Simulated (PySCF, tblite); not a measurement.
# C5H12Si2: a rotation path, then NMR shifts on frames, part 2 of 2

tblite 0.8.0 and PySCF 2.14.0. Atoms count from 0.

### 5 NMR shieldings: image 4, PBE0/pcSseg-1

What the job is given:

```
{"job": {"kind": "nmr", "xc": "PBE0", "basis": "pcSseg-1", "pop": false}, "charge": 0, "multiplicity": 1}
C      2.270900    -0.699000     1.377300
C      2.024900    -0.161700     0.197000
C      1.141700    -0.766600    -0.841900
C     -0.159900     0.042300    -1.020000
Si    -0.537300     1.550300     0.129700
C     -2.259900     0.773800     0.448900
Si    -1.826600    -0.802500    -0.545600
H      2.884000    -0.207500     2.113800
H      1.868000    -1.659600     1.654900
H      2.436200     0.806500    -0.060000
H      0.913000    -1.797300    -0.561600
H      1.687700    -0.801300    -1.789000
H     -0.207600     0.380400    -2.058200
H     -0.540300     2.836600    -0.576100
H      0.227200     1.686900     1.367800
H     -3.094100     1.345200     0.052400
H     -2.477800     0.600000     1.498900
H     -2.724700    -1.111100    -1.662600
H     -1.635100    -2.006200     0.267100
```

Level: GIAO PBE0/pcSseg-1 NMR shielding, non-relativistic, gas phase.

Standard output:

```text
coarse grid: 16120 points
cycle   1  E = -776.0490095811  dE =  5.697e-01  |g| = 5.183e-01  |ddm| = 3.893e+00
cycle   2  E = -776.0090661787  dE =  3.994e-02  |g| = 6.364e-01  |ddm| = 1.104e+00
cycle   3  E = -776.1195093509  dE = -1.104e-01  |g| = 6.423e-02  |ddm| = 7.165e-01
cycle   4  E = -776.1204107902  dE = -9.014e-04  |g| = 2.990e-02  |ddm| = 9.929e-02
cycle   5  E = -776.1206240335  dE = -2.132e-04  |g| = 1.000e-02  |ddm| = 3.306e-02
cycle   6  E = -776.1206485959  dE = -2.456e-05  |g| = 2.685e-03  |ddm| = 1.062e-02
cycle   7  E = -776.1206504168  dE = -1.821e-06  |g| = 4.769e-04  |ddm| = 2.721e-03
final grid: 144360 points
cycle   8  E = -776.1623720232  dE = -3.102e-05  |g| = 7.856e-03  |ddm| = 2.828e-02
cycle   9  E = -776.1623625076  dE =  9.516e-06  |g| = 9.808e-03  |ddm| = 1.746e-02
cycle  10  E = -776.1623882824  dE = -2.577e-05  |g| = 1.087e-03  |ddm| = 1.031e-02
cycle  11  E = -776.1623885620  dE = -2.795e-07  |g| = 3.112e-04  |ddm| = 1.211e-03
cycle  12  E = -776.1623885846  dE = -2.263e-08  |g| = 9.888e-05  |ddm| = 3.093e-04
cycle  13  E = -776.1623885870  dE = -2.361e-09  |g| = 2.590e-05  |ddm| = 1.052e-04
cycle  14  E = -776.1623885871  dE = -1.655e-10  |g| = 5.013e-06  |ddm| = 3.257e-05
converged SCF energy = -776.1623885871

GIAO shielding tensors (ppm)
atom      isotropic    diamagn.    paramagn.     s11        s22        s33       span
  0 C       67.454     254.068    -186.613    -40.023     86.026    156.360    196.384
  1 C       34.033     259.475    -225.442    -90.384     38.198    154.285    244.669
  2 C      151.039     243.327     -92.288    135.924    152.551    164.643     28.719
  3 C      172.228     258.151     -85.923    145.289    177.621    193.773     48.484
  4 Si     384.368     881.385    -497.017    354.724    362.773    435.605     80.881
  5 C      194.888     259.091     -64.203    174.562    202.861    207.240     32.678
  6 Si     368.654     881.289    -512.635    323.501    357.970    424.491    100.990
  7 H       26.467      29.433      -2.966     23.576     25.592     30.232      6.656
  8 H       26.434      31.861      -5.426     23.007     25.780     30.516      7.509
  9 H       25.883      32.394      -6.511     22.517     26.412     28.720      6.203
 10 H       29.572      31.854      -2.282     25.345     29.320     34.050      8.705
 11 H       29.186      29.978      -0.792     24.280     27.904     35.373     11.093
 12 H       29.927      33.011      -3.084     25.476     29.653     34.653      9.177
 13 H       26.889      30.386      -3.497     23.601     24.713     32.352      8.751
 14 H       26.550      31.021      -4.471     23.145     26.703     29.801      6.656
 15 H       31.203      30.034       1.169     27.148     27.511     38.950     11.801
 16 H       31.184      31.527      -0.343     27.121     27.652     38.779     11.658
 17 H       26.668      29.939      -3.271     23.548     24.444     32.012      8.464
 18 H       26.990      30.617      -3.627     24.402     25.389     31.178      6.776
```

It took 90 s on 1 thread, shared host.

This run: δ C1 152.9, C0 119.5, C2 35.9, C3 14.7, H9 5.83, H8 5.28 ppm.

### 6 Shielding tensors: image 6, PBE0/pcSseg-1

What the job is given:

```
{"job": {"kind": "nmr", "xc": "PBE0", "basis": "pcSseg-1", "pop": false}, "charge": 0, "multiplicity": 1}
C      2.042900    -1.083400     1.377900
C      1.883700    -0.245700     0.370800
C      1.237500    -0.564800    -0.935400
C     -0.152400     0.078200    -1.070300
Si    -0.586500     1.721700    -0.150700
C     -2.164500     0.843400     0.491600
Si    -1.654300    -0.833200    -0.276900
H      2.505200    -0.775400     2.301200
H      1.729000    -2.113000     1.321500
H      2.221700     0.778100     0.463700
H      1.151000    -1.648500    -1.053200
H      1.887100    -0.195600    -1.735500
H     -0.342300     0.206700    -2.140400
H     -0.794300     2.862600    -1.049000
H      0.258800     2.157600     0.961500
H     -3.096400     1.249900     0.109100
H     -2.255100     0.833500     1.574200
H     -2.605900    -1.389000    -1.246000
H     -1.275000    -1.874000     0.678500
```

Level: GIAO PBE0/pcSseg-1 NMR shielding, non-relativistic, gas phase.

Standard output:

```text
coarse grid: 16120 points
cycle   1  E = -776.0515464344  dE =  5.650e-01  |g| = 5.174e-01  |ddm| = 3.895e+00
cycle   2  E = -776.0101332127  dE =  4.141e-02  |g| = 6.399e-01  |ddm| = 1.108e+00
cycle   3  E = -776.1219120603  dE = -1.118e-01  |g| = 6.571e-02  |ddm| = 7.185e-01
cycle   4  E = -776.1228516308  dE = -9.396e-04  |g| = 3.059e-02  |ddm| = 9.950e-02
cycle   5  E = -776.1230725107  dE = -2.209e-04  |g| = 1.043e-02  |ddm| = 3.291e-02
cycle   6  E = -776.1230995438  dE = -2.703e-05  |g| = 2.529e-03  |ddm| = 1.080e-02
cycle   7  E = -776.1231011486  dE = -1.605e-06  |g| = 4.780e-04  |ddm| = 2.609e-03
final grid: 144360 points
cycle   8  E = -776.1652141765  dE = -3.515e-05  |g| = 7.939e-03  |ddm| = 2.783e-02
cycle   9  E = -776.1652041580  dE =  1.002e-05  |g| = 9.969e-03  |ddm| = 1.755e-02
cycle  10  E = -776.1652306990  dE = -2.654e-05  |g| = 1.227e-03  |ddm| = 1.038e-02
cycle  11  E = -776.1652310582  dE = -3.592e-07  |g| = 3.371e-04  |ddm| = 1.293e-03
cycle  12  E = -776.1652310849  dE = -2.674e-08  |g| = 1.002e-04  |ddm| = 3.395e-04
cycle  13  E = -776.1652310873  dE = -2.400e-09  |g| = 2.844e-05  |ddm| = 1.061e-04
cycle  14  E = -776.1652310875  dE = -1.965e-10  |g| = 5.291e-06  |ddm| = 3.553e-05
converged SCF energy = -776.1652310875

GIAO shielding tensors (ppm)
atom      isotropic    diamagn.    paramagn.     s11        s22        s33       span
  0 C       66.788     254.113    -187.325    -41.416     84.276    157.504    198.920
  1 C       36.744     258.438    -221.694    -88.479     41.945    156.767    245.247
  2 C      152.188     243.537     -91.349    144.079    154.232    158.253     14.174
  3 C      168.895     257.751     -88.856    146.203    170.801    189.681     43.478
  4 Si     389.114     881.205    -492.090    361.009    366.793    439.541     78.531
  5 C      196.023     258.944     -62.922    178.531    202.454    207.083     28.553
  6 Si     378.520     881.493    -502.973    345.629    356.442    433.488     87.859
  7 H       26.381      29.687      -3.306     23.494     25.391     30.257      6.764
  8 H       26.336      31.719      -5.383     22.758     25.822     30.428      7.670
  9 H       25.381      32.740      -7.359     22.598     25.139     28.405      5.807
 10 H       29.634      31.367      -1.733     25.761     28.196     34.945      9.184
 11 H       29.355      29.727      -0.372     24.472     27.893     35.700     11.227
 12 H       29.831      32.674      -2.843     25.633     29.357     34.503      8.871
 13 H       26.920      30.104      -3.185     23.658     24.613     32.489      8.831
 14 H       26.686      30.831      -4.145     23.275     26.153     30.629      7.355
 15 H       31.283      29.964       1.319     27.161     27.506     39.182     12.021
 16 H       31.322      31.653      -0.330     27.208     27.806     38.954     11.747
 17 H       26.839      30.261      -3.423     23.638     24.600     32.278      8.641
 18 H       26.967      31.066      -4.098     24.079     25.935     30.888      6.808
```

Run time: 91 s. Hardware: 1 thread, shared host.

This run: δ C1 150.2, C0 120.1, C2 34.7, C3 18.0, H9 6.34, H8 5.38 ppm.

### 7 NMR shieldings: image 8, PBE0/pcSseg-1

What the job is given:

```
{"job": {"kind": "nmr", "xc": "PBE0", "basis": "pcSseg-1", "pop": false}, "charge": 0, "multiplicity": 1}
C      2.037000    -1.490900     1.245200
C      1.658300    -0.404100     0.599100
C      1.297400    -0.362800    -0.847800
C     -0.147400     0.091000    -1.074700
Si    -0.684400     1.839900    -0.466000
C     -2.099100     0.975900     0.494700
Si    -1.534800    -0.774200    -0.052700
H      2.283600    -1.481000     2.293700
H      2.122600    -2.442700     0.745800
H      1.580600     0.540700     1.120800
H      1.443400    -1.355600    -1.283400
H      1.973500     0.330800    -1.361100
H     -0.339800    -0.003800    -2.147200
H     -1.117400     2.735200    -1.543900
H      0.276800     2.563700     0.369100
H     -3.095400     1.250600     0.159500
H     -2.081200     1.138500     1.568900
H     -2.506400    -1.511400    -0.867800
H     -1.077200    -1.630500     1.040300
```

Level: GIAO PBE0/pcSseg-1 NMR shielding, non-relativistic, gas phase.

Standard output:

```text
coarse grid: 16120 points
cycle   1  E = -776.0532488415  dE =  5.698e-01  |g| = 5.169e-01  |ddm| = 3.890e+00
cycle   2  E = -776.0122533383  dE =  4.100e-02  |g| = 6.380e-01  |ddm| = 1.100e+00
cycle   3  E = -776.1232990822  dE = -1.110e-01  |g| = 6.890e-02  |ddm| = 7.144e-01
cycle   4  E = -776.1243227258  dE = -1.024e-03  |g| = 3.255e-02  |ddm| = 1.025e-01
cycle   5  E = -776.1245715106  dE = -2.488e-04  |g| = 1.119e-02  |ddm| = 3.338e-02
cycle   6  E = -776.1246024943  dE = -3.098e-05  |g| = 2.391e-03  |ddm| = 1.094e-02
cycle   7  E = -776.1246039297  dE = -1.435e-06  |g| = 4.497e-04  |ddm| = 2.578e-03
final grid: 144360 points
cycle   8  E = -776.1665744887  dE = -3.598e-05  |g| = 7.732e-03  |ddm| = 3.213e-02
cycle   9  E = -776.1665654496  dE =  9.039e-06  |g| = 9.626e-03  |ddm| = 1.679e-02
cycle  10  E = -776.1665901139  dE = -2.466e-05  |g| = 1.207e-03  |ddm| = 9.921e-03
cycle  11  E = -776.1665904651  dE = -3.512e-07  |g| = 3.385e-04  |ddm| = 1.320e-03
cycle  12  E = -776.1665904918  dE = -2.675e-08  |g| = 9.861e-05  |ddm| = 3.198e-04
cycle  13  E = -776.1665904941  dE = -2.301e-09  |g| = 2.763e-05  |ddm| = 1.003e-04
cycle  14  E = -776.1665904943  dE = -1.867e-10  |g| = 4.991e-06  |ddm| = 3.538e-05
converged SCF energy = -776.1665904943

GIAO shielding tensors (ppm)
atom      isotropic    diamagn.    paramagn.     s11        s22        s33       span
  0 C       62.920     253.147    -190.228    -50.916     82.253    157.423    208.339
  1 C       40.351     258.576    -218.225    -83.575     44.147    160.480    244.055
  2 C      148.671     243.336     -94.665    140.028    148.499    157.486     17.459
  3 C      168.675     257.437     -88.762    144.959    173.655    187.410     42.451
  4 Si     382.146     881.109    -498.963    351.847    359.404    435.187     83.340
  5 C      197.677     258.754     -61.077    182.109    202.466    208.454     26.345
  6 Si     386.188     881.184    -494.996    357.356    363.462    437.747     80.391
  7 H       26.236      29.758      -3.522     22.930     25.424     30.354      7.424
  8 H       26.269      31.061      -4.792     22.515     25.821     30.471      7.956
  9 H       25.231      33.508      -8.278     21.922     24.605     29.164      7.242
 10 H       29.539      31.471      -1.932     25.087     28.314     35.215     10.128
 11 H       29.098      29.750      -0.652     24.528     27.813     34.953     10.424
 12 H       29.832      32.473      -2.640     25.545     29.292     34.660      9.115
 13 H       26.873      30.014      -3.140     23.743     24.636     32.241      8.499
 14 H       26.783      30.409      -3.626     23.981     25.312     31.056      7.076
 15 H       31.304      29.814       1.490     27.265     27.423     39.223     11.958
 16 H       31.394      31.565      -0.170     27.234     27.894     39.054     11.820
 17 H       27.005      30.317      -3.313     23.756     24.797     32.460      8.704
 18 H       26.746      30.855      -4.110     23.257     26.668     30.311      7.054
```

Run time: 90 s. Hardware: 1 thread, shared host.

This run: δ C1 146.6, C0 124.0, C2 38.3, C3 18.3, H9 6.49, H7 5.48 ppm.

### 8 Side by side: NMR shifts

Shifts (ppm) of some atoms, chosen among heavy atoms and hydrogens apart, with basis size and wall time:

| frame | C1 | C0 | C2 | H9 | H14 | Si6 | Si4 | functions | time |
| --- | --- | --- | --- | --- | --- | --- | --- | --- | --- |
| image 0 | 149.9 | 120.0 | 40.0 | 5.92 | 4.59 | -30.1 | -30.9 | 193 | 92 s |
| image 2 | 148.5 | 122.8 | 38.8 | 5.75 | 4.92 | -24.1 | -36.2 | 193 | 94 s |
| image 4 | 152.9 | 119.5 | 35.9 | 5.83 | 5.17 | -19.5 | -35.2 | 193 | 90 s |
| image 6 | 150.2 | 120.1 | 34.7 | 6.34 | 5.03 | -29.4 | -40.0 | 193 | 91 s |
| image 8 | 146.6 | 124.0 | 38.3 | 6.49 | 4.93 | -37.0 | -33.0 | 193 | 90 s |

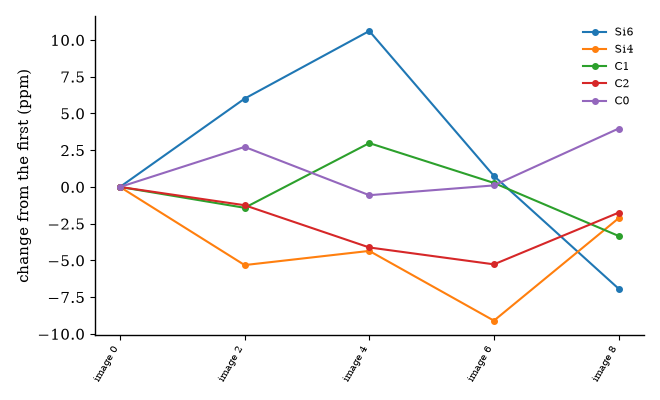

How five of the tabulated atoms move from run to run.

### 9 Results

This closing draws on all 2 parts.

```
                                        quantity                                                                       value
                                         barrier                                          0.144 eV (3.3 kcal/mol) at image 4
                           end to end (GFN2-xTB)                                                                    0.018 eV
 13C shifts against TMS (PBE0/pcSseg-1, image 0)                                         149.9, 120.0, 40.0, 18.8, -10.4 ppm
  1H shifts against TMS (PBE0/pcSseg-1, image 0)  5.92, 5.31, 5.17, 4.92, 4.75, 4.67, 4.59, 2.53, 2.12, 1.43, 0.48, 0.42 ppm
29Si shifts against TMS (PBE0/pcSseg-1, image 0)                                                            -30.1, -30.9 ppm
                       range of the shift of Si6                                                          -37.0 to -19.5 ppm
```

In words: Along the band the dihedral turns by 126°, and the top (dihedral -115°) lies 3.3 kcal/mol above the start (GFN2-xTB, rough), so at room temperature this motion is fast. Ends this close can change order at a higher level. The top was not checked by a frequency run. Shifts at one fixed geometry are not the observed spectrum, which averages over the motion. In the first frame run (image 0): Shielding is most anisotropic at C1 (span 238 ppm, paramagnetic term -220 ppm). In ppm, Si6 moves most: its shift spreads over 17.5 ppm, from -37.0 (image 8) to -19.5 (image 4).
